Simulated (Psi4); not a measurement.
# DSD-PBEP86/6-311+G(d,p) (density fitting for correlation) run of BCl2F (dichlorofluoroborane)

Aim: the vertical singlet–triplet gap of BCl2F (dichlorofluoroborane) at DSD-PBEP86/6-311+G** (density fitting for correlation), from 2 runs. 

Program for the calculation: Psi4 1.11.

2 further runs of the same task are left out: 2 set aside as unsound or not needed.

## Step 1: The structure to begin with

The species is BCl2F (4 atoms), meant as a singlet with charge 0. SMILES: `FB(Cl)Cl`. The shape is that of a PBE0-D4/def2-TZVP optimisation.

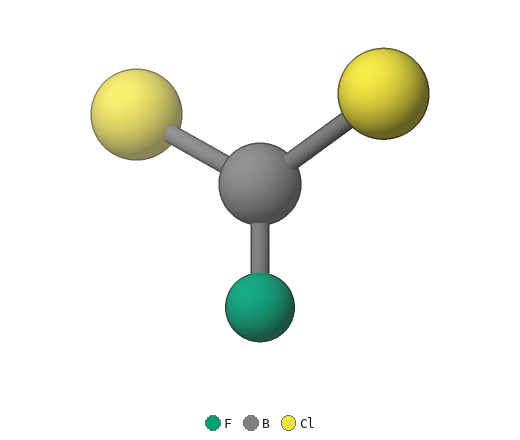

The structure, seen from a chosen angle (fluorine teal, boron grey, chlorine yellow).

## Step 2: A single-point energy at DSD-PBEP86/6-311+G(d,p) (density fitting for correlation)

job.dat reads:

```
memory 2200 mb

molecule mol {
  F
  B 1 1.31022
  Cl 2 1.73877 1 119.25945
  Cl 2 1.738768 1 119.25911 3 179.99951
  symmetry c1
  no_reorient
  no_com
}

set globals {
  basis                6-311+G**
  puream               true
  e_convergence        1e-09
  d_convergence        1e-08
  scf_type             pk
  dft_radial_points    99
  dft_spherical_points 590
  num_frozen_docc      12
}

energy('dsd-pbep86')
```

Command:

```bash
$ psi4 job.dat job.out -n 1
```

job.out:

```text
[...]
  Running in c1 symmetry.
[...]
  Nuclear repulsion =  181.669089852411787
[...]
  Multiplicity = 1
[...]
  Nalpha       = 24
  Nbeta        = 24
[...]
    Number of basis functions: 104
[...]
   @RKS iter   1: -1044.06508701906841   -3.49909e-01   3.58484e-03 ADIIS/DIIS
[...]
   @RKS iter  10: -1044.11060953357673   -4.18368e-11   7.75752e-09 DIIS
[...]
    Orbital Energies [Eh]
    ---------------------
    Doubly Occupied:
       1A   -103.713441     2A   -103.713441     3A    -25.783017
       4A    -10.213747     5A    -10.213725     6A     -7.779904
       7A     -7.779903     8A     -7.776398     9A     -7.776397
      10A     -7.775561    11A     -7.775560    12A     -7.479466
      13A     -1.531613    14A     -1.074373    15A     -1.038865
      16A     -0.750281    17A     -0.667530    18A     -0.651036
      19A     -0.617121    20A     -0.520314    21A     -0.484119
      22A     -0.470998    23A     -0.446527    24A     -0.431728
[...]
  @RKS Final Energy: -1044.11060953357673
   => Energetics <=
    Nuclear Repulsion Energy =            181.6690898524117870
    One-Electron Energy =               -1804.3218743110614923
    Two-Electron Energy =                 598.6997795699605831
    DFT Exchange-Correlation Energy =     -20.1576046448876092
    Empirical Dispersion Energy =           0.0000000000000000
    VV10 Nonlocal Energy =                  0.0000000000000000
    Total Energy =                      -1044.1106095335767350
[...]
 Multipole Moments:
 ------------------------------------------------------------------------------------
     Multipole            Electronic (a.u.)      Nuclear  (a.u.)        Total (a.u.)
 ------------------------------------------------------------------------------------
 L = 1.  Multiply by 2.5417464519 to convert [e a0] to [Debye]
 Dipole X            :         -0.0000089            0.0000050           -0.0000039
 Dipole Y            :         -0.0000015            0.0000013           -0.0000002
 Dipole Z            :         -0.8545422            0.9685145            0.1139723
 Magnitude           :                                                    0.1139723
[...]
```

Run time: 7.2 s. Hardware: 1 thread of Intel Xeon 6975P-C (Granite Rapids), shared host; peak memory 0.94 GiB.

## Step 3: The triplet at the same level

job.py reads:

```python
import psi4

psi4.set_memory(2200000000)
psi4.set_num_threads(1)
psi4.core.set_output_file('psi4.out', False)

mol = psi4.geometry("""
0 3
F      0.114370    -1.165320    -0.781190
B      0.007910    -0.080610    -0.054040
Cl    -1.549540     0.373780     0.571420
Cl     1.427260     0.872140     0.263810
symmetry c1
no_reorient
no_com
""")

psi4.set_options({
    'reference': 'uks',
    'puream': True,
    'e_convergence': 1e-09,
    'd_convergence': 1e-08,
    'scf_type': 'pk',
    'dft_radial_points': 99,
    'dft_spherical_points': 590,
    'num_frozen_docc': 12,
    'maxiter': 100,
})

energy_value = psi4.energy('dsd-pbep86/6-311+G**')
print('E =', round(energy_value, 9))
```

Command:

```bash
$ python job.py
```

psi4.out:

```text
[...]
  Running in c1 symmetry.
[...]
  Nuclear repulsion =  181.669072785720488
[...]
  Multiplicity = 3
[...]
  Nalpha       = 25
  Nbeta        = 23
[...]
    Number of basis functions: 104
[...]
   @UKS iter   1: -1043.78579911228985   -7.06214e-02   3.78173e-03 DIIS/ADIIS
[...]
   @UKS iter  14: -1043.84977705855931   -7.04858e-12   8.03534e-09 DIIS
[...]
   @S^2 Observed:                2.022940926E+00
[...]
    Orbital Energies [Eh]
    ---------------------
    Alpha Occupied:
       1A   -103.770916     2A   -103.770913     3A    -25.713617
       4A    -10.267809     5A    -10.267788     6A     -7.842200
       7A     -7.842197     8A     -7.829549     9A     -7.829547
      10A     -7.827887    11A     -7.827885    12A     -7.363541
      13A     -1.467982    14A     -1.116646    15A     -1.085999
      16A     -0.708024    17A     -0.633665    18A     -0.630628
      19A     -0.619018    20A     -0.527373    21A     -0.523005
      22A     -0.520941    23A     -0.503170    24A     -0.491859
      25A     -0.175818
    Alpha Virtual:
[...]
  @UKS Final Energy: -1043.84977705855931
   => Energetics <=
    Nuclear Repulsion Energy =            181.6690727857204877
    One-Electron Energy =               -1803.6433154300639217
    Two-Electron Energy =                 598.2755077498175069
    DFT Exchange-Correlation Energy =     -20.1510421640334734
    Empirical Dispersion Energy =           0.0000000000000000
    VV10 Nonlocal Energy =                  0.0000000000000000
    Total Energy =                      -1043.8497770585593116
[...]
 Multipole Moments:
 ------------------------------------------------------------------------------------
     Multipole            Electronic (a.u.)      Nuclear  (a.u.)        Total (a.u.)
 ------------------------------------------------------------------------------------
 L = 1.  Multiply by 2.5417464519 to convert [e a0] to [Debye]
 Dipole X            :          1.8443834           -1.9083966           -0.0640133
 Dipole Y            :        -18.7923076           19.4447338            0.6524262
 Dipole Z            :        -12.5979548           13.0353308            0.4373760
 Magnitude           :                                                    0.7880707
[...]
```

The script printed:

```text
E = -1044.14711997
```

Wall time 11 s (1 thread of Intel Xeon 6975P-C (Granite Rapids), shared host); peak memory 0.94 GiB.

## Step 4: What came out

Level: DSD-PBEP86/6-311+G** (density fitting for correlation), 12 core orbitals frozen.

```
                                                         quantity           value
                                            singlet: total energy  -1044.40736 Eh
                       singlet: HOMO energy (SCF part's orbitals)       -11.75 eV
                       singlet: LUMO energy (SCF part's orbitals)         0.79 eV
                     singlet: HOMO–LUMO gap (SCF part's orbitals)        12.54 eV
                                            triplet: total energy  -1044.14712 Eh
triplet: HOMO energy (SCF part's orbitals) (highest over α and β)        -4.78 eV
                                                    triplet: ⟨S²⟩           2.023
                 vertical energy of the triplet above the singlet        7.082 eV
```

At this shape the triplet lies 7.08 eV (163 kcal/mol) above the singlet.
